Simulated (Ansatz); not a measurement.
# F2H2SSi + NH3: a complex and its separated parts, part 2 of 2

Ansatz 0.2.0, Gaussian basis.

### 13 CAM-B3LYP-D4/def2-TZVPP

The inputs:

parta/in.yaml

```yaml
crystal:
  periodic: [false, false, false]
  atoms:
    - {symbol: Si, position_ang: [-0.948232, 0.704843, -0.420229]}
    - {symbol: S, position_ang: [0.221156, 1.906710, 0.850833]}
    - {symbol: F, position_ang: [-1.495699, -0.574657, 0.337998]}
    - {symbol: F, position_ang: [-0.092360, 0.139455, -1.628354]}
    - {symbol: H, position_ang: [-2.074638, 1.495562, -0.936967]}
    - {symbol: H, position_ang: [1.092882, 0.915500, 1.113100]}
basis:
  gaussian: {orbitals: def2-TZVPP}
hamiltonian: {xc: {name: CAM-B3LYP}, dispersion: d4}
```

partb/in.yaml

```yaml
crystal:
  periodic: [false, false, false]
  atoms:
    - {symbol: H, position_ang: [0.670650, -1.147919, 1.103315]}
    - {symbol: N, position_ang: [0.638095, -0.943616, 0.112102]}
    - {symbol: H, position_ang: [1.576259, -0.686795, -0.169309]}
    - {symbol: H, position_ang: [0.411987, -1.809081, -0.362391]}
basis:
  gaussian: {orbitals: def2-TZVPP}
hamiltonian: {xc: {name: CAM-B3LYP}, dispersion: d4}
```

The same command starts each run, in its folder.

Started as:

```
$ ansatz run in.yaml --threads 8 --pin off --events-out ev --progress --plain --max-ram 19148MiB
```

Log of parta (excerpt; [...] marks lines left out):

```text
Functional definition: CAM-B3LYP
  name "CAM-B3LYP"
  cite "Yanai, Tew & Handy, Chem. Phys. Lett. 393, 51 (2004) doi:10.1016/j.cplett.2004.06.011"
  cite "Iikura, Tsuneda, Yanai & Hirao, J. Chem. Phys. 115, 3540 (2001) doi:10.1063/1.1383587"
  cite "Becke, Phys. Rev. A 38, 3098 (1988) doi:10.1103/PhysRevA.38.3098"
  cite "Lee, Yang & Parr, Phys. Rev. B 37, 785 (1988) doi:10.1103/PhysRevB.37.785"
[...]
  # Exact exchange under (alpha + beta erf(omega r))/r, Becke's under what is left of 1/r.
[...]
1017 factors; their error is unknown
204 factors; integrals over basis functions are off by at most 1.4e-5 eV
[...]
mean field -24186.32866909 eV, -888.8311845067 hartree, gradient 5.1e-5 eV, S^2 0.000000; 0 other end points of the search recorded, 0 dependent functions left out
reference -24186.32877416 eV, -888.8311883680 hartree; 25, 25 occupied and 149, 149 virtual orbitals, 1017 factors
Total energy: -24186.43655765 eV, -888.8351493381 hartree
```

Output in partb (excerpt; [...] marks lines left out):

```text
[... 6 set-up lines as earlier in the session ...]
[...]
  # Exact exchange under (alpha + beta erf(omega r))/r, Becke's under what is left of 1/r.
[...]
332 factors; their error is unknown
102 factors; integrals over basis functions are off by at most 1.4e-5 eV
[...]
mean field -1539.00931948 eV, -56.5575493128 hartree, gradient 6.3e-5 eV, S^2 0.000000; 0 other end points of the search recorded, 0 dependent functions left out
reference -1539.00938757 eV, -56.5575518150 hartree; 5, 5 occupied and 68, 68 virtual orbitals, 332 factors
Total energy: -1539.01811242 eV, -56.5578724475 hartree
```

Wall times: 0.7 s (parta), 0.15 s (partb) on 8 threads of Intel Xeon 6975P-C, shared host.

### 14 wB97X-V/def2-TZVPP

Each input of step 13 (parta, partb) changes in the same lines:

```diff
-hamiltonian: {xc: {name: CAM-B3LYP}, dispersion: d4}
+hamiltonian: {xc: {name: wB97X-V}}
```

One command serves all of them, each in its own folder.

Started as:

```
$ ansatz run in.yaml --threads 8 --pin off --events-out ev --progress --plain --max-ram 19148MiB
```

Output in parta (excerpt; [...] marks lines left out):

```text
Functional definition: wB97X-V
  name "wB97X-V"
  cite "Mardirossian & Head-Gordon, Phys. Chem. Chem. Phys. 16, 9904 (2014) doi:10.1039/C3CP54374A"
[... 2 set-up lines as earlier in the session ...]
[...]
      + integral(e_c_pw_opposite_spin*poly(b97_u_opposite, cos0, cos1)) + vv10(b, c)
1012 factors; their error is unknown
193 factors; integrals over basis functions are off by at most 9.9e-6 eV
[...]
mean field -24182.21704688 eV, -888.6800851772 hartree, gradient 5.4e-5 eV, S^2 0.000000; 0 other end points of the search recorded, 0 dependent functions left out
reference -24182.21704529 eV, -888.6800851189 hartree; 25, 25 occupied and 149, 149 virtual orbitals, 1012 factors
Total energy: -24182.21704529 eV, -888.6800851189 hartree
```

partb printed (excerpt; [...] marks lines left out):

```text
[... 5 set-up lines as earlier in the session ...]
[...]
      + integral(e_c_pw_opposite_spin*poly(b97_u_opposite, cos0, cos1)) + vv10(b, c)
332 factors; their error is unknown
93 factors; integrals over basis functions are off by at most 7.9e-6 eV
[...]
mean field -1539.14323513 eV, -56.5624706222 hartree, gradient 1.3e-5 eV, S^2 0.000000; 0 other end points of the search recorded, 0 dependent functions left out
reference -1539.14323403 eV, -56.5624705817 hartree; 5, 5 occupied and 68, 68 virtual orbitals, 332 factors
Total energy: -1539.14323403 eV, -56.5624705817 hartree
```

They took 1.4 s (parta), 0.25 s (partb) on 8 threads of Intel Xeon 6975P-C, shared host.

### 15 wB97M-V/def2-TZVPP

Each input of step 14 (parta, partb) changes in the same lines:

```diff
-hamiltonian: {xc: {name: wB97X-V}}
+hamiltonian: {xc: {name: wB97M-V}}
```

One command serves all of them, each in its own folder.

Started as:

```
$ ansatz run in.yaml --threads 8 --pin off --events-out ev --progress --plain --max-ram 19148MiB
```

parta printed (excerpt; [...] marks lines left out):

```text
Functional definition: wB97M-V
  name "wB97M-V"
  cite "Mardirossian & Head-Gordon, J. Chem. Phys. 144, 214110 (2016) doi:10.1063/1.4952647"
[... 2 set-up lines as earlier in the session ...]
  # Of w^i u^j: cxij and so on, Table III.
[...]
  gx(w, u) = 1 - cx + cx01*u + cx10*w
[...]
      + integral(e_c_pw_mod_opposite_spin*gos(b97_w_opposite, b97_u_opposite)) + vv10(b, c)
1012 factors; their error is unknown
193 factors; integrals over basis functions are off by at most 9.9e-6 eV
[...]
mean field -24184.56739079 eV, -888.7664587228 hartree, gradient 5.0e-5 eV, S^2 0.000000; 0 other end points of the search recorded, 0 dependent functions left out
reference -24184.56742962 eV, -888.7664601501 hartree; 25, 25 occupied and 149, 149 virtual orbitals, 1012 factors
Total energy: -24184.56742962 eV, -888.7664601501 hartree
```

partb printed (excerpt; [...] marks lines left out):

```text
[... 5 set-up lines as earlier in the session ...]
  # Of w^i u^j: cxij and so on, Table III.
[...]
  gx(w, u) = 1 - cx + cx01*u + cx10*w
[...]
      + integral(e_c_pw_mod_opposite_spin*gos(b97_w_opposite, b97_u_opposite)) + vv10(b, c)
332 factors; their error is unknown
93 factors; integrals over basis functions are off by at most 7.9e-6 eV
[...]
mean field -1538.84211047 eV, -56.5514044951 hartree, gradient 5.5e-5 eV, S^2 0.000000; 0 other end points of the search recorded, 0 dependent functions left out
reference -1538.84213734 eV, -56.5514054826 hartree; 5, 5 occupied and 68, 68 virtual orbitals, 332 factors
Total energy: -1538.84213734 eV, -56.5514054826 hartree
```

Wall times: 1.4 s (parta), 0.25 s (partb) on 8 threads of Intel Xeon 6975P-C, shared host.

### 16 B2PLYP/def2-TZVPP

Each input of step 15 (parta, partb) changes in the same lines:

```diff
-hamiltonian: {xc: {name: wB97M-V}}
+hamiltonian: {xc: {name: B2PLYP}}
```

One command serves all of them, each in its own folder.

Started as:

```
$ ansatz run in.yaml --threads 8 --pin off --events-out ev --progress --plain --max-ram 19148MiB
```

parta printed (excerpt; [...] marks lines left out):

```text
Functional definition: B2PLYP
  name "B2PLYP"
  cite "Grimme, J. Chem. Phys. 124, 034108 (2006) doi:10.1063/1.2148954"
[... 2 set-up lines as earlier in the session ...]
[...]
1050 factors; integrals over basis functions are off by at most 8.3e-4 eV
[...]
mean field -24170.54617111 eV, -888.2511884037 hartree, gradient 7.7e-6 eV, S^2 0.000000; 0 other end points of the search recorded, 0 dependent functions left out
12 core orbitals not correlated: weight in the atoms' cores, before any rotation towards them, 1.000 or more for the frozen orbitals, at most 0.000 for the correlated occupied ones
reference -24170.54630660 eV, -888.2511933827 hartree; 13, 13 occupied and 149, 149 virtual orbitals, 1050 factors
second order -25.80002494 eV of doubles, -0.00000000 eV of singles
Total energy: -24177.51231333 eV, -888.5071894085 hartree
```

Log of partb (excerpt; [...] marks lines left out):

```text
[... 5 set-up lines as earlier in the session ...]
[...]
416 factors; integrals over basis functions are off by at most 9.8e-4 eV
[...]
mean field -1536.38012418 eV, -56.4609281678 hartree, gradient 8.3e-6 eV, S^2 0.000000; 0 other end points of the search recorded, 0 dependent functions left out
1 core orbitals not correlated: weight in the atoms' cores, before any rotation towards them, 1.000 or more for the frozen orbitals, at most 0.000 for the correlated occupied ones
reference -1536.38021441 eV, -56.4609314835 hartree; 4, 4 occupied and 68, 68 virtual orbitals, 416 factors
second order -7.62103243 eV of doubles, -0.00000000 eV of singles
Total energy: -1538.43789316 eV, -56.5365497831 hartree
```

Times: 0.8 s (parta), 0.15 s (partb) on 8 threads of Intel Xeon 6975P-C, shared host.

### 17 PBE-QIDH/def2-TZVPP

The same edit goes into each in.yaml of step 16 (parta, partb):

```diff
-hamiltonian: {xc: {name: B2PLYP}}
+hamiltonian: {xc: {name: PBE-QIDH}}
```

One command serves all of them, each in its own folder.

Started as:

```
$ ansatz run in.yaml --threads 8 --pin off --events-out ev --progress --plain --max-ram 19148MiB
```

parta printed (excerpt; [...] marks lines left out):

```text
Functional definition: PBE-QIDH
  name "PBE-QIDH"
  cite "Brémond, Sancho-García, Pérez-Jiménez & Adamo, J. Chem. Phys. 141, 031101 (2014) doi:10.1063/1.4890314"
[... 1 set-up line as earlier in the session ...]
[...]
1050 factors; integrals over basis functions are off by at most 8.3e-4 eV
[...]
mean field -24161.50662796 eV, -887.9189913201 hartree, gradient 8.2e-6 eV, S^2 0.000000; 0 other end points of the search recorded, 0 dependent functions left out
12 core orbitals not correlated: weight in the atoms' cores, before any rotation towards them, 1.000 or more for the frozen orbitals, at most 0.000 for the correlated occupied ones
reference -24161.50663750 eV, -887.9189916707 hartree; 13, 13 occupied and 149, 149 virtual orbitals, 1050 factors
second order -24.07464666 eV of doubles, -0.00000000 eV of singles
Total energy: -24169.53151972 eV, -888.2139006528 hartree
```

Output in partb (excerpt; [...] marks lines left out):

```text
[... 4 set-up lines as earlier in the session ...]
[...]
416 factors; integrals over basis functions are off by at most 9.8e-4 eV
[...]
mean field -1535.33271495 eV, -56.4224365887 hartree, gradient 2.1e-6 eV, S^2 0.000000; 0 other end points of the search recorded, 0 dependent functions left out
1 core orbitals not correlated: weight in the atoms' cores, before any rotation towards them, 1.000 or more for the frozen orbitals, at most 0.000 for the correlated occupied ones
reference -1535.33272172 eV, -56.4224368373 hartree; 4, 4 occupied and 68, 68 virtual orbitals, 416 factors
second order -7.10229965 eV of doubles, -0.00000000 eV of singles
Total energy: -1537.70015494 eV, -56.5094384034 hartree
```

They took 0.95 s (parta), 0.15 s (partb) on 8 threads of Intel Xeon 6975P-C, shared host.

### 18 RPA on PBE/def2-TZVPP

The same edit goes into each in.yaml of step 17 (parta, partb):

```diff
-hamiltonian: {xc: {name: PBE-QIDH}}
+hamiltonian: {xc: pbe}
+correlation: {method: rpa}
```

The same command starts each run, in its folder.

Started as:

```
$ ansatz run in.yaml --threads 8 --pin off --events-out ev --progress --plain --max-ram 19148MiB
```

Log of parta (excerpt; [...] marks lines left out):

```text
[... 4 set-up lines as earlier in the session ...]
[...]
1050 factors; integrals over basis functions are off by at most 8.3e-4 eV
[...]
mean field -24172.95667168 eV, -888.3397726657 hartree, gradient 2.4e-6 eV, S^2 0.000000; 0 other end points of the search recorded, 0 dependent functions left out
12 core orbitals not correlated: weight in the atoms' cores, before any rotation towards them, 1.000 or more for the frozen orbitals, at most 0.000 for the correlated occupied ones
reference -24129.45067611 eV, -886.7409568180 hartree; 13, 13 occupied and 149, 149 virtual orbitals, 1050 factors
Total energy: -24163.39590736 eV, -887.9884210573 hartree
```

Log of partb (excerpt; [...] marks lines left out):

```text
[... 4 set-up lines as earlier in the session ...]
[...]
416 factors; integrals over basis functions are off by at most 9.8e-4 eV
[...]
mean field -1537.73151375 eV, -56.5105908185 hartree, gradient 7.1e-6 eV, S^2 0.000000; 0 other end points of the search recorded, 0 dependent functions left out
1 core orbitals not correlated: weight in the atoms' cores, before any rotation towards them, 1.000 or more for the frozen orbitals, at most 0.000 for the correlated occupied ones
reference -1529.64067273 eV, -56.2132578952 hartree; 4, 4 occupied and 68, 68 virtual orbitals, 416 factors
Total energy: -1540.11754644 eV, -56.5982759026 hartree
```

They took 0.9 s (parta), 0.2 s (partb) on 8 threads of Intel Xeon 6975P-C, shared host.

### 19 CCSD(T)/def2-TZVPP

Each input of step 18 (parta, partb) changes in the same lines:

```diff
-hamiltonian: {xc: pbe}
-correlation: {method: rpa}
+correlation: {method: ccsd_t}
```

The same command starts each run, in its folder.

Started as:

```
$ ansatz run in.yaml --threads 8 --pin off --events-out ev --progress --plain --max-ram 19148MiB
```

parta printed (excerpt; [...] marks lines left out):

```text
Functional definition: HF
  name "HF"
  cite "Fock, Z. Phys. 61, 126 (1930) doi:10.1007/BF01340294"
[... 1 set-up line as earlier in the session ...]
[...]
1050 factors; integrals over basis functions are off by at most 8.3e-4 eV
[...]
mean field -24130.96749745 eV, -886.7966989740 hartree, gradient 1.8e-6 eV, S^2 0.000000; 0 other end points of the search recorded, 0 dependent functions left out
12 core orbitals not correlated: weight in the atoms' cores, before any rotation towards them, 1.000 or more for the frozen orbitals, at most 0.000 for the correlated occupied ones
reference -24130.96749745 eV, -886.7966989740 hartree; 13, 13 occupied and 149, 149 virtual orbitals, 1050 factors
second order -21.56605327 eV of doubles, -0.00000000 eV of singles
cycle   1  -21.73676185 eV  change   -1.7e-1 eV  update   9.5e-2
[...]
cycle   9  -22.28030881 eV  change   -1.0e-5 eV  update   1.1e-5
perturbative correction -0.73456781 eV, -0.0269948693 hartree
Total energy: -24153.98237408 eV, -887.6424800900 hartree
```

partb printed (excerpt; [...] marks lines left out):

```text
[... 4 set-up lines as earlier in the session ...]
[...]
416 factors; integrals over basis functions are off by at most 9.8e-4 eV
[...]
mean field -1529.85250960 eV, -56.2210427566 hartree, gradient 4.0e-6 eV, S^2 0.000000; 0 other end points of the search recorded, 0 dependent functions left out
1 core orbitals not correlated: weight in the atoms' cores, before any rotation towards them, 1.000 or more for the frozen orbitals, at most 0.000 for the correlated occupied ones
reference -1529.85250960 eV, -56.2210427566 hartree; 4, 4 occupied and 68, 68 virtual orbitals, 416 factors
second order -6.38828419 eV of doubles, -0.00000000 eV of singles
cycle   1  -6.57733973 eV  change   -1.9e-1 eV  update   3.9e-2
[...]
cycle   9  -6.72923210 eV  change    3.2e-6 eV  update   2.3e-6
perturbative correction -0.20701973 eV, -0.0076078347 hartree
Total energy: -1536.78876143 eV, -56.4759453097 hartree
```

Wall times: 5.5 s (parta), 0.2 s (partb) on 8 threads of Intel Xeon 6975P-C, shared host; peak memory 1.7 GiB.

### 20 Vibrations of F2H2SSi

vib-parta/in.yaml reads:

```yaml
crystal:
  periodic: [false, false, false]
  atoms:
    - {symbol: Si, position_ang: [-0.948232, 0.704843, -0.420229]}
    - {symbol: S, position_ang: [0.221156, 1.906710, 0.850833]}
    - {symbol: F, position_ang: [-1.495699, -0.574657, 0.337998]}
    - {symbol: F, position_ang: [-0.092360, 0.139455, -1.628354]}
    - {symbol: H, position_ang: [-2.074638, 1.495562, -0.936967]}
    - {symbol: H, position_ang: [1.092882, 0.915500, 1.113100]}
basis:
  gaussian: {orbitals: def2-TZVP}
hamiltonian: {xc: pbe0, dispersion: d4}
phonons: {temperatures: {t_min: 298.15, t_max: 900, t_step: 200}}
```

Started as:

```
$ ansatz run in.yaml --threads 8 --pin off --events-out ev --progress --plain --max-ram 19148MiB
```

What it wrote (excerpt; [...] marks lines left out):

```text
[... 5 set-up lines as earlier in the session ...]
[...]
939 factors; their error is unknown
[...]
mean field -24174.61451536 eV, -888.4006972971 hartree, gradient 6.4e-5 eV, S^2 0.000000; 0 other end points of the search recorded, 0 dependent functions left out
[...]
Atom 3 at    -0.092360     0.139455    -1.628354 Å, force    -0.000189    -0.000336     0.000295 eV/Å
Atom 4 at    -2.074638     1.495562    -0.936967 Å, force     0.000091    -0.000419    -0.000084 eV/Å
Atom 5 at     1.092882     0.915500     1.113100 Å, force    -0.000446     0.000769    -0.000045 eV/Å
Dipole moment:     0.040508     0.131190     0.076566 e Å
Vibrations: 123.35 238.96 264.67 342.40 528.63 700.30 816.09 848.42 915.55 955.81 2311.60 2700.02 cm⁻¹, zero-point energy 0.666154 eV
```

Wall time 16 s (8 threads of Intel Xeon 6975P-C, shared host).

Wavenumbers and character of the modes:

| mode | wavenumber (cm⁻¹) | character |
| --- | --- | --- |
| 1 | 123 | torsion |
| 2 | 239 | bend |
| 3 | 265 | bend |
| 4 | 342 | bend with torsion |
| 5 | 529 | Si–S stretch |
| 6 | 700 | bend |
| 7 | 816 | bend with wag or twist |
| 8 | 848 | bend with Si–F stretch |
| 9 | 916 | Si–F stretch with bend |
| 10 | 956 | Si–F stretch |
| 11 | 2312 | Si–H stretch |
| 12 | 2700 | S–H stretch |

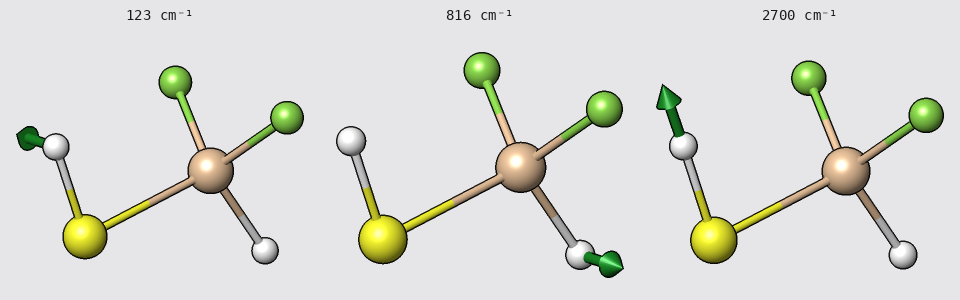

Displacements of 3 modes, as arrows.

Vibrational sums (real modes only):

| T (K) | entropy (J/mol/K) | heat capacity (J/mol/K) |
| --- | --- | --- |
| 298 | 38.5 | 46.7 |
| 498 | 67.3 | 65.2 |
| 698 | 91.1 | 75.1 |
| 898 | 110.8 | 81.4 |

### 21 Vibrations of NH3

vib-partb/in.yaml reads:

```yaml
crystal:
  periodic: [false, false, false]
  atoms:
    - {symbol: H, position_ang: [0.670650, -1.147919, 1.103315]}
    - {symbol: N, position_ang: [0.638095, -0.943616, 0.112102]}
    - {symbol: H, position_ang: [1.576259, -0.686795, -0.169309]}
    - {symbol: H, position_ang: [0.411987, -1.809081, -0.362391]}
basis:
  gaussian: {orbitals: def2-TZVP}
hamiltonian: {xc: pbe0, dispersion: d4}
phonons: {temperatures: {t_min: 298.15, t_max: 900, t_step: 200}}
```

Started as:

```
$ ansatz run in.yaml --threads 8 --pin off --events-out ev --progress --plain --max-ram 19148MiB
```

What it wrote (excerpt; [...] marks lines left out):

```text
[... 5 set-up lines as earlier in the session ...]
[...]
287 factors; their error is unknown
[...]
mean field -1537.79931150 eV, -56.5130823400 hartree, gradient 1.3e-5 eV, S^2 0.000000; 0 other end points of the search recorded, 0 dependent functions left out
[...]
Atom 1 at     0.638095    -0.943616     0.112102 Å, force     0.000047     0.000050     0.000052 eV/Å
Atom 2 at     1.576259    -0.686795    -0.169309 Å, force    -0.000081    -0.000048     0.000024 eV/Å
Atom 3 at     0.411987    -1.809081    -0.362391 Å, force     0.000028     0.000003     0.000021 eV/Å
Dipole moment:     0.232923    -0.254300     0.073607 e Å
Vibrations: 1030.98 1669.55 1669.57 3502.30 3631.39 3631.41 cm⁻¹, zero-point energy 0.938263 eV
```

Wall time 0.8 s (8 threads of Intel Xeon 6975P-C, shared host).

Wavenumbers and character of the modes:

| mode | wavenumber (cm⁻¹) | character |
| --- | --- | --- |
| 1 | 1031 | bend |
| 2 | 1670 | bend |
| 3 | 1670 | bend |
| 4 | 3502 | N–H stretch |
| 5 | 3631 | N–H stretch |
| 6 | 3631 | N–H stretch |

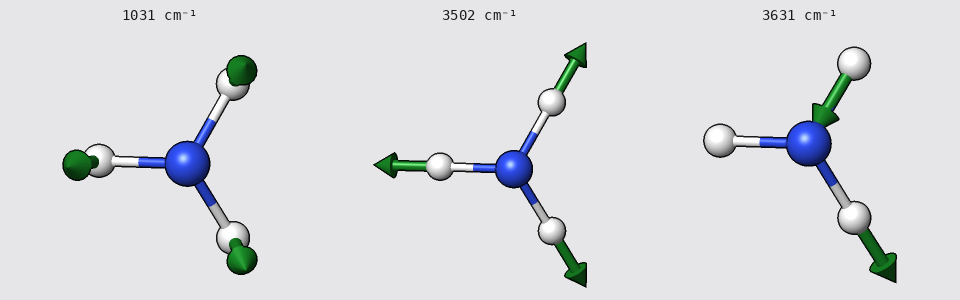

How the atoms move in 3 of the modes.

Vibrational sums (real modes only):

| T (K) | entropy (J/mol/K) | heat capacity (J/mol/K) |
| --- | --- | --- |
| 298 | 0.4 | 1.8 |
| 498 | 2.6 | 7.4 |
| 698 | 6.0 | 13.4 |
| 898 | 10.0 | 18.8 |

### 22 Complex less separated parts

The complex's own energies come from single points at the same levels.

Rows are in def2-TZVPP; times add the 3 runs of a level on a shared host, so small differences are noise.

Differences are taken before rounding.

| method | rung | complex less parts (kJ/mol) | from CCSD(T) (kJ/mol) | time |
| --- | --- | --- | --- | --- |
| SPW92 | LDA | -53.6 | -39.2 | 1.2 s |
| PBE-D4 | GGA | -23.3 | -9.0 | 1.7 s |
| BLYP-D4 | GGA | -11.3 | +3.1 | 1.5 s |
| r2SCAN-D4 | meta-GGA | -23.5 | -9.1 | 2.6 s |
| B97M-V | meta-GGA | -18.0 | -3.7 | 4.1 s |
| PBE0-D4 | hybrid | -22.7 | -8.3 | 2.2 s |
| B3LYP-D4 | hybrid | -12.6 | +1.7 | 2.1 s |
| r2SCAN0-D4 | hybrid | -23.2 | -8.9 | 2.9 s |
| BHLYP-D4 | hybrid | -13.3 | +1.1 | 1.8 s |
| CAM-B3LYP-D4 | range-separated hybrid | -15.5 | -1.2 | 2.2 s |
| wB97X-V | range-separated hybrid | -17.5 | -3.2 | 4.5 s |
| wB97M-V | range-separated hybrid | -20.1 | -5.7 | 4.7 s |
| B2PLYP | double hybrid | -6.1 | +8.3 | 3.3 s |
| PBE-QIDH | double hybrid | -18.8 | -4.4 | 3.4 s |
| RPA on PBE | RPA | -9.3 | +5.0 | 3.5 s |
| Hartree-Fock | wavefunction | 20.1 | +34.5 |  |
| MP2 | wavefunction | -15.7 | -1.4 |  |
| CCSD | wavefunction | -9.5 | +4.8 |  |
| CCSD(T) | wavefunction | -14.4 | 0 | 36 s |

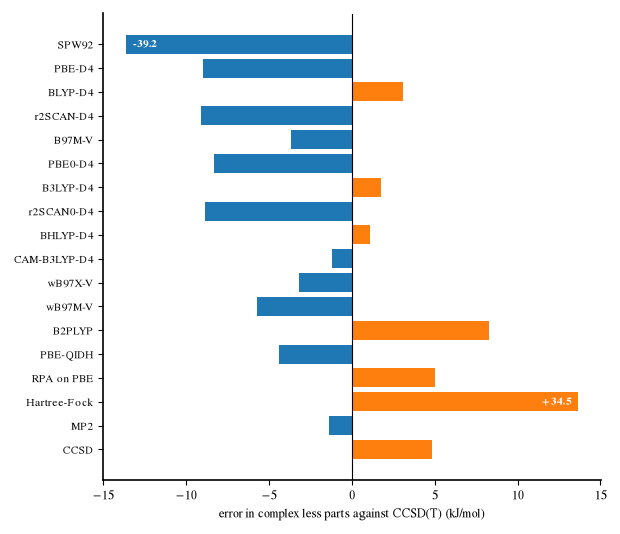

Error of each method against CCSD(T). Bars with a number in them are cut short.

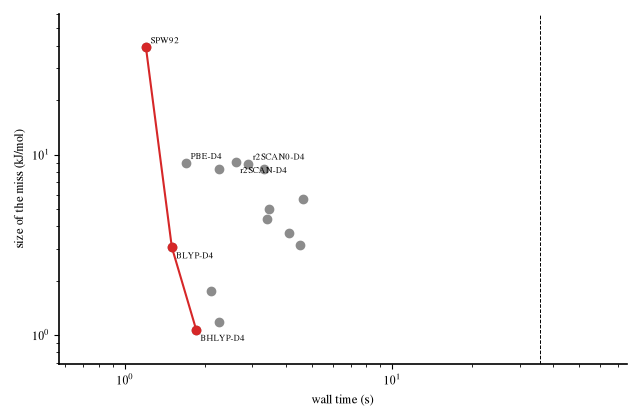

Accuracy for the time spent; red marks the levels that beat every quicker one drawn (of those quicker than the yardstick), and the dashed line is the time of CCSD(T). Only those levels and the largest misses are named. Times are from a shared host.

For cost: BHLYP-D4 gets within 1.1 kJ/mol in 1.8 s, where CCSD(T) took 36 s; the quickest level in the cost chart, SPW92, takes 1.2 s and misses by 39.2 kJ/mol.

The complex's zero-point energy, from a separate PBE0-D4 run, is 1.758 eV.

### 23 Outcome

The summary covers parts 1 to 2.

```
                              quantity         value
complex less parts, CCSD(T)/def2-TZVPP  -14.4 kJ/mol
                with zero-point energy   +0.4 kJ/mol
                 largest T1 diagnostic         0.012
```

In words: At CCSD(T) the complex lies 14.4 kJ/mol below its parts. The functionals run from BHLYP-D4, off by +1.1 kJ/mol, to SPW92, off by -39.2 kJ/mol, against CCSD(T). Mean unsigned error by rung: LDA 39.2, GGA 6.0, meta-GGA 6.4, hybrid 5.0, range-separated hybrid 3.3, double hybrid 6.4 kJ/mol. The double hybrids carry no dispersion term here, unlike the levels marked D4 or V. PBE-D4 gives a relative energy 9.0 kJ/mol too low, outside chemical accuracy (1 kcal/mol, 4.2 kJ/mol). No counterpoise was applied, and triple zeta lacks some correlation, so the CCSD(T) reference has a basis error of its own, and close matches with it are partly luck.
